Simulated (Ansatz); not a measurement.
**Ti5H14O17: geometry relaxation (part 1 of 2)**

System: Ti5H14O17.
Method: RKS PBE-D4/def2-SVP (Ansatz 0.2.0).

The geometry: GFN1-xTB start.

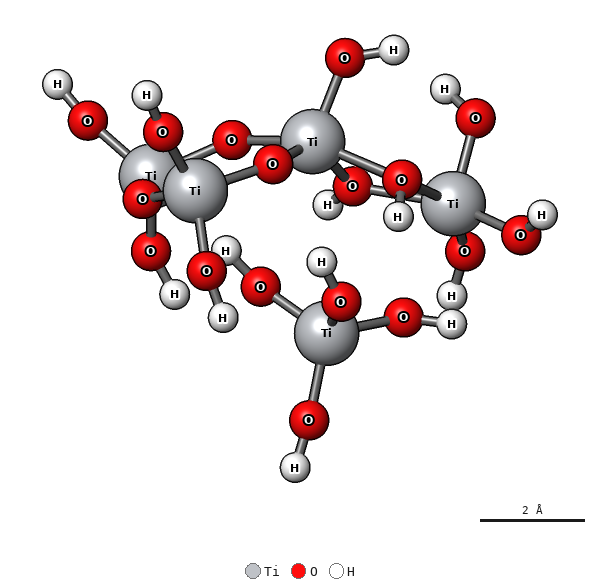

*The starting structure (ball-and-stick view, seen at a tilt). Sticks mark near contacts.*

Bond lengths as drawn: H–O 0.95 to 0.97 Å, O–Ti 1.70 to 2.04 Å and Ti–Ti 3.13 Å.

Summary:

```csv
quantity,value
outcome,converged
total energy,−150532.8959 eV
mean-field energy,−150531.2457 eV
dispersion energy,−1.6502 eV
HOMO,−6.75 eV
LUMO,−3.24 eV
largest force (length of the vector) at the end,0.029 eV/Å
dipole moment,3.55 D
hardware,"2 CPU threads, shared host"
wall time,93 s (CPU time 2 min)
peak memory,1.1 GiB
```

Input file:
```yaml
crystal:
  periodic: [false, false, false]
  atoms:
    - {symbol: Ti, position_ang: [2.176060, -1.985530, 0.764740]}
    - {symbol: Ti, position_ang: [1.016170, 1.075580, 0.183080]}
    - {symbol: Ti, position_ang: [0.774260, -0.355550, 3.150850]}
    - {symbol: Ti, position_ang: [-1.558170, -1.466150, -0.859730]}
    - {symbol: Ti, position_ang: [-1.157000, 2.239870, -1.746600]}
    - {symbol: O, position_ang: [-2.729560, -2.724580, -0.844410]}
    - {symbol: O, position_ang: [-0.952740, -1.109360, 0.691270]}
    - {symbol: O, position_ang: [-0.223850, -1.903510, -1.854270]}
    - {symbol: O, position_ang: [1.352500, -3.287590, -0.014020]}
    - {symbol: O, position_ang: [3.868180, -2.261930, 0.847380]}
    - {symbol: O, position_ang: [-2.784630, 2.657050, -1.296860]}
    - {symbol: O, position_ang: [-2.222220, -0.005660, -1.595150]}
    - {symbol: O, position_ang: [-0.734440, 1.823940, 0.207270]}
    - {symbol: O, position_ang: [-1.361680, 1.896780, -3.461710]}
    - {symbol: O, position_ang: [0.446250, 1.025060, -1.748370]}
    - {symbol: O, position_ang: [1.476550, -1.734940, 2.338310]}
    - {symbol: O, position_ang: [-0.891960, -0.697610, 3.453670]}
    - {symbol: O, position_ang: [1.794170, -0.518420, -0.065690]}
    - {symbol: O, position_ang: [1.597920, 0.035670, 4.603790]}
    - {symbol: O, position_ang: [-0.224350, 3.718560, -1.678030]}
    - {symbol: O, position_ang: [0.899020, 0.874310, 1.957610]}
    - {symbol: O, position_ang: [2.079340, 2.419390, -0.102470]}
    - {symbol: H, position_ang: [-3.345620, -3.448170, -0.759220]}
    - {symbol: H, position_ang: [-0.203610, -1.047600, 1.302990]}
    - {symbol: H, position_ang: [0.721540, -1.874730, -1.664100]}
    - {symbol: H, position_ang: [0.585360, -3.700890, -0.408070]}
    - {symbol: H, position_ang: [4.818530, -2.307510, 0.912400]}
    - {symbol: H, position_ang: [-3.575830, 2.193240, -1.026970]}
    - {symbol: H, position_ang: [-2.420440, 0.235920, -2.506810]}
    - {symbol: H, position_ang: [-1.332310, 1.818420, 0.958300]}
    - {symbol: H, position_ang: [-0.704890, 1.874930, -4.158950]}
    - {symbol: H, position_ang: [0.294790, 0.152400, -2.128340]}
    - {symbol: H, position_ang: [-1.680990, -0.966380, 2.983020]}
    - {symbol: H, position_ang: [2.119900, 0.352020, 5.336260]}
    - {symbol: H, position_ang: [0.053180, 4.097000, -0.840510]}
    - {symbol: H, position_ang: [2.030540, 2.905980, -0.930680]}
basis:
  gaussian: {orbitals: def2-SVP, fitting: {mean_field: def2-universal-jkfit}}
hamiltonian: {xc: pbe, dispersion: d4}
scf: {lower_state_search: "off"}
output: {orbitals: {seedname: orbitals}}
relax: {f_tol: 0.03, max_steps: 70}
```

Launched with:
```bash
ansatz run in.yaml --threads 2 --pin off --events-out ev --progress --plain --max-ram 22528MiB --backend cuda --devices 0, --max-vram 18GiB
```

Output:
```
Functional definition: PBE
  name "PBE"
  cite "Perdew, Burke & Ernzerhof, Phys. Rev. Lett. 77, 3865 (1996) doi:10.1103/PhysRevLett.77.3865"
  parent pbe
  parameter kappa = 0.804
  parameter beta = 0.06672455060314922
  exchange = pbe_x(kappa = kappa, mu = beta*pi^2/3)
  correlation = pbe_c(beta = beta)
these checks for a lower state are left out or cut short: stability, starts, cluster_reference, orbital_swaps, neighbouring_geometries, increment
2881 factors; integrals over basis functions are off by at most 1.5e-1 eV
mean field evaluation 1: about -150437.9725 eV, gradient 2.3e2 eV
mean field evaluation 2: about -148489.4207 eV, gradient 9.9e2 eV
mean field evaluation 4: about -150408.3296 eV, gradient 2.4e2 eV
mean field evaluation 8: about -150527.8950 eV, gradient 1.8e-1 eV
mean field -150527.89516549 eV, -5531.7981158600 hartree, gradient 3.0e-6 eV, S^2 0.000000; 0 other end points of the search recorded, 0 dependent functions left out
the calculation of the forces begins
reference -150527.89533921 eV, -5531.7981222440 hartree; 130, 130 occupied and 333, 333 virtual orbitals, 2881 factors
relax step   1: F+E_penalty+E_count = -150529.60593646 eV  Δ(F+E_penalty+E_count) = +0.000e0 eV  max|allowed force component| = 2.215e0 eV/Å  Δτ_max = 0.0000 Å  (34 SCF iters, accepted)
these checks for a lower state are left out or cut short: stability, starts, cluster_reference, orbital_swaps, neighbouring_geometries, increment
2881 factors; integrals over basis functions are off by at most 1.6e-1 eV
mean field evaluation 16: about -150529.7202 eV, gradient 5.2e-3 eV
mean field -150529.72021871 eV, -5531.8651853287 hartree, gradient 2.0e-6 eV, S^2 0.000000; 0 other end points of the search recorded, 0 dependent functions left out
[... from here on the field's lines of each further geometry are left out, up to the last ...]
relax step   2: F+E_penalty+E_count = -150531.38531886 eV  Δ(F+E_penalty+E_count) = -1.779e0 eV  max|allowed force component| = 9.736e-1 eV/Å  Δτ_max = 0.1912 Å  (24 SCF iters, accepted)
relax step   3: F+E_penalty+E_count = -150531.72193201 eV  Δ(F+E_penalty+E_count) = -3.366e-1 eV  max|allowed force component| = 3.955e-1 eV/Å  Δτ_max = 0.1903 Å  (24 SCF iters, accepted)
relax step   4: F+E_penalty+E_count = -150531.84519758 eV  Δ(F+E_penalty+E_count) = -1.233e-1 eV  max|allowed force component| = 4.045e-1 eV/Å  Δτ_max = 0.1906 Å  (23 SCF iters, accepted)
relax step   5: F+E_penalty+E_count = -150531.97404158 eV  Δ(F+E_penalty+E_count) = -1.288e-1 eV  max|allowed force component| = 6.650e-1 eV/Å  Δτ_max = 0.1941 Å  (24 SCF iters, accepted)
relax step   6: F+E_penalty+E_count = -150532.15990949 eV  Δ(F+E_penalty+E_count) = -1.859e-1 eV  max|allowed force component| = 3.885e-1 eV/Å  Δτ_max = 0.2000 Å  (28 SCF iters, accepted)
relax step   7: F+E_penalty+E_count = -150532.32279893 eV  Δ(F+E_penalty+E_count) = -1.629e-1 eV  max|allowed force component| = 1.465e0 eV/Å  Δτ_max = 0.1952 Å  (30 SCF iters, accepted)
relax step   8: F+E_penalty+E_count = -150532.56856701 eV  Δ(F+E_penalty+E_count) = -2.458e-1 eV  max|allowed force component| = 5.114e-1 eV/Å  Δτ_max = 0.2000 Å  (29 SCF iters, accepted)
relax step   9: F+E_penalty+E_count = -150532.66960061 eV  Δ(F+E_penalty+E_count) = -1.010e-1 eV  max|allowed force component| = 4.999e-1 eV/Å  Δτ_max = 0.2000 Å  (31 SCF iters, accepted)
relax step  10: F+E_penalty+E_count = -150532.73126744 eV  Δ(F+E_penalty+E_count) = -6.167e-2 eV  max|allowed force component| = 1.271e0 eV/Å  Δτ_max = 0.1918 Å  (30 SCF iters, accepted)
relax step  11: F+E_penalty+E_count = -150532.78137163 eV  Δ(F+E_penalty+E_count) = -5.010e-2 eV  max|allowed force component| = 1.059e0 eV/Å  Δτ_max = 0.1641 Å  (23 SCF iters, accepted)
relax step  12: F+E_penalty+E_count = -150532.81463716 eV  Δ(F+E_penalty+E_count) = -3.327e-2 eV  max|allowed force component| = 4.151e-1 eV/Å  Δτ_max = 0.0803 Å  (24 SCF iters, accepted)
relax step  13: F+E_penalty+E_count = -150532.84288606 eV  Δ(F+E_penalty+E_count) = -2.825e-2 eV  max|allowed force component| = 1.853e-1 eV/Å  Δτ_max = 0.1235 Å  (23 SCF iters, accepted)
relax step  14: F+E_penalty+E_count = -150532.85422222 eV  Δ(F+E_penalty+E_count) = -1.134e-2 eV  max|allowed force component| = 5.110e-1 eV/Å  Δτ_max = 0.1574 Å  (24 SCF iters, accepted)
relax step  15: F+E_penalty+E_count = -150532.87040021 eV  Δ(F+E_penalty+E_count) = -1.618e-2 eV  max|allowed force component| = 2.431e-1 eV/Å  Δτ_max = 0.0374 Å  (24 SCF iters, accepted)
relax step  16: F+E_penalty+E_count = -150532.87189600 eV  Δ(F+E_penalty+E_count) = -1.496e-3 eV  max|allowed force component| = 2.491e-1 eV/Å  Δτ_max = 0.2000 Å  (29 SCF iters, accepted)
relax step  17: F+E_penalty+E_count = -150532.88908944 eV  Δ(F+E_penalty+E_count) = -1.719e-2 eV  max|allowed force component| = 1.668e-1 eV/Å  Δτ_max = 0.0431 Å  (23 SCF iters, accepted)
relax step  18: F+E_penalty+E_count = -150532.89195626 eV  Δ(F+E_penalty+E_count) = -2.867e-3 eV  max|allowed force component| = 8.241e-2 eV/Å  Δτ_max = 0.0218 Å  (24 SCF iters, accepted)
relax step  19: F+E_penalty+E_count = -150532.89376626 eV  Δ(F+E_penalty+E_count) = -1.810e-3 eV  max|allowed force component| = 3.151e-2 eV/Å  Δτ_max = 0.0317 Å  (23 SCF iters, accepted)
relax step  20: F+E_penalty+E_count = -150532.89488763 eV  Δ(F+E_penalty+E_count) = -1.121e-3 eV  max|allowed force component| = 5.677e-2 eV/Å  Δτ_max = 0.0458 Å  (24 SCF iters, accepted)
the calculation of the forces begins
reference -150531.24567923 eV, -5531.9212449688 hartree; 130, 130 occupied and 333, 333 virtual orbitals, 2881 factors
relax step  21: F+E_penalty+E_count = -150532.89527117 eV  Δ(F+E_penalty+E_count) = -3.835e-4 eV  max|allowed force component| = 4.779e-2 eV/Å  Δτ_max = 0.0228 Å  (24 SCF iters, accepted)
these checks for a lower state are left out or cut short: stability, starts, cluster_reference, orbital_swaps, neighbouring_geometries, increment
2881 factors; integrals over basis functions are off by at most 1.6e-1 eV
mean field evaluation 160: about -150531.2494 eV, gradient 4.7e-3 eV
mean field -150531.24552179 eV, -5531.9212391828 hartree, gradient 2.0e-6 eV, S^2 0.000000; 0 other end points of the search recorded, 0 dependent functions left out
the calculation of the forces begins
reference -150531.24569077 eV, -5531.9212453928 hartree; 130, 130 occupied and 333, 333 virtual orbitals, 2881 factors
relax step  22: F+E_penalty+E_count = -150532.89569802 eV  Δ(F+E_penalty+E_count) = -4.268e-4 eV  max|allowed force component| = 2.234e-2 eV/Å  Δτ_max = 0.0153 Å  (24 SCF iters, accepted)
```

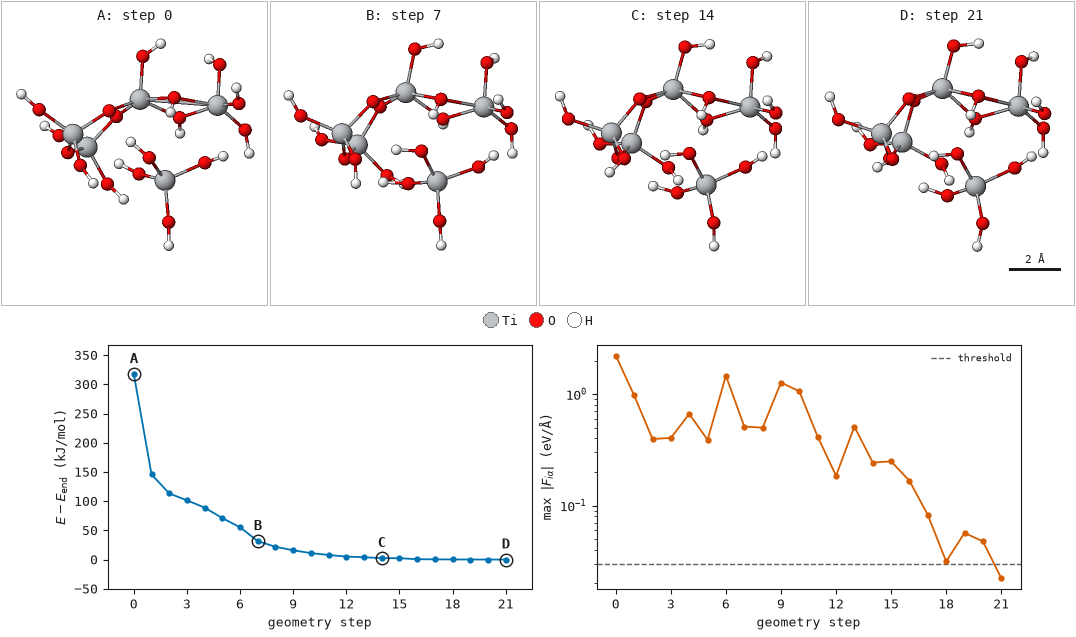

*Frames of the relaxation (ball-and-stick view, seen at a tilt) above the curves, on which the letters mark them (the first geometry is step 0 here and step 1 in the log).*

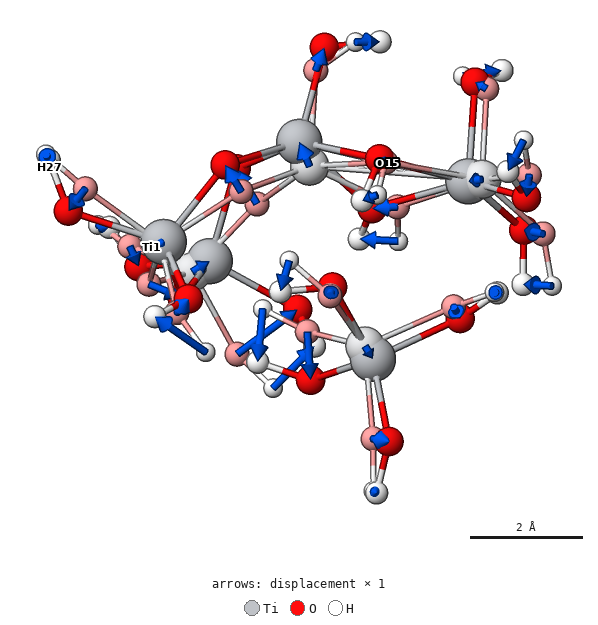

*Start (faint) and end (solid) with the displacements as blue arrows, at true length (ball-and-stick view, seen at a tilt). The two geometries are laid on each other by the best rigid fit.*

Over 21 geometry steps the energy falls by 317.4 kJ/mol. The largest force component goes from 2.2 to 0.022 eV/Å. O17 moves most after the best rigid fit: 1.35 Å. Largest moves by element: O 1.35 Å, H 1.32 Å, Ti 0.49 Å. Among the contacts that change: Ti1–O9 1.726 → 1.860 Å, Ti2–O21 1.790 → 1.910 Å, Ti3–O16 1.748 → 1.869 Å, Ti3–O17 1.728 → 1.847 Å. Among the angles that change: Ti4–O6–H23 174.7° → 127.9°, Ti1–O10–H27 173.4° → 128.7°, Ti3–O19–H34 171.6° → 130.0°. (Atoms are counted from 1 in the order of the input.)

```
Total energy: -150532.89586700 eV, -5531.9818882508 hartree
Atom 0 at     2.170418    -1.974019     0.669102 Å, force     0.003393    -0.011360    -0.000436 eV/Å
Atom 1 at     1.471463     1.195252     0.052988 Å, force     0.015476     0.000308     0.001221 eV/Å
Atom 2 at     0.682944    -0.059194     2.946478 Å, force    -0.022338     0.001715     0.017659 eV/Å
Atom 3 at    -1.815216    -1.541425    -0.867622 Å, force     0.001001     0.004020    -0.010819 eV/Å
Atom 4 at    -1.057587     2.192166    -1.461694 Å, force     0.001947     0.001047     0.003018 eV/Å
Atom 5 at    -2.830180    -2.913532    -1.442428 Å, force     0.003111     0.011342     0.011427 eV/Å
Atom 6 at    -1.609492    -1.631998     0.928904 Å, force     0.003199     0.000067     0.001231 eV/Å
Atom 7 at    -0.199575    -1.613805    -1.679263 Å, force    -0.005150    -0.004865     0.005806 eV/Å
Atom 8 at     1.476468    -3.229415    -0.515008 Å, force    -0.004220    -0.000555    -0.002265 eV/Å
Atom 9 at     3.738471    -2.515939     1.355599 Å, force     0.001651    -0.001697     0.001011 eV/Å
Atom 10 at    -2.603861     2.769310    -0.759113 Å, force     0.000403    -0.004318    -0.000593 eV/Å
Atom 11 at    -2.510384     0.078637    -1.354102 Å, force    -0.001468     0.003781     0.001178 eV/Å
Atom 12 at    -0.426407     1.503317     0.351707 Å, force    -0.011988    -0.000200     0.013723 eV/Å
Atom 13 at    -1.642829     1.710184    -3.174589 Å, force     0.002158    -0.002113     0.002441 eV/Å
Atom 14 at     0.574145     0.980193    -1.751995 Å, force    -0.001676    -0.000359    -0.001158 eV/Å
Atom 15 at     0.925011    -1.651759     1.999541 Å, force     0.000041    -0.005205    -0.002366 eV/Å
Atom 16 at    -1.088561     0.406558     2.713024 Å, force     0.007748     0.003490     0.009790 eV/Å
Atom 17 at     2.365497    -0.451577    -0.201521 Å, force     0.003050     0.008654    -0.005426 eV/Å
Atom 18 at     1.207534    -0.090260     4.671210 Å, force     0.021016     0.003295    -0.005614 eV/Å
Atom 19 at    -0.006917     3.702326    -1.584651 Å, force     0.000997     0.000115     0.000777 eV/Å
Atom 20 at     1.598836     1.079193     1.955335 Å, force     0.003144     0.007385    -0.008805 eV/Å
Atom 21 at     2.285281     2.702809    -0.395776 Å, force    -0.004793    -0.003667    -0.000512 eV/Å
Atom 22 at    -3.368745    -3.522471    -0.908087 Å, force    -0.004862    -0.011361    -0.005374 eV/Å
Atom 23 at    -0.741263    -1.895541     1.348036 Å, force    -0.002732    -0.000227     0.001057 eV/Å
Atom 24 at     0.461756    -2.347061    -1.476839 Å, force     0.005158     0.002019    -0.004396 eV/Å
Atom 25 at     1.814505    -4.124651    -0.690422 Å, force     0.002609    -0.001354    -0.000041 eV/Å
Atom 26 at     4.618373    -2.110824     1.257378 Å, force    -0.001235     0.001189    -0.000516 eV/Å
Atom 27 at    -3.290867     2.160058    -0.428728 Å, force    -0.000245     0.002889    -0.000127 eV/Å
Atom 28 at    -2.520198     0.408589    -2.298571 Å, force     0.001037    -0.004878    -0.003268 eV/Å
Atom 29 at    -0.821310     1.454013     1.267809 Å, force     0.003391     0.004027    -0.009552 eV/Å
Atom 30 at    -0.921702     1.426919    -3.769475 Å, force    -0.001778    -0.000363    -0.001994 eV/Å
Atom 31 at     0.391510     0.004022    -1.881198 Å, force    -0.001608    -0.002182    -0.002507 eV/Å
Atom 32 at    -1.607172    -0.244832     2.169234 Å, force    -0.003398    -0.006279    -0.005140 eV/Å
Atom 33 at     1.975971     0.326477     5.098418 Å, force    -0.015327    -0.001902     0.002200 eV/Å
Atom 34 at    -0.366384     4.531813    -1.215398 Å, force     0.000926     0.003773    -0.001301 eV/Å
Atom 35 at     1.670437     3.286479    -0.928305 Å, force     0.001361     0.003766    -0.000330 eV/Å
Dipole moment:     0.250581    -0.688638     0.093663 e Å
Checks for a lower state left out: stability, starts, cluster_reference, orbital_swaps, neighbouring_geometries, increment
```
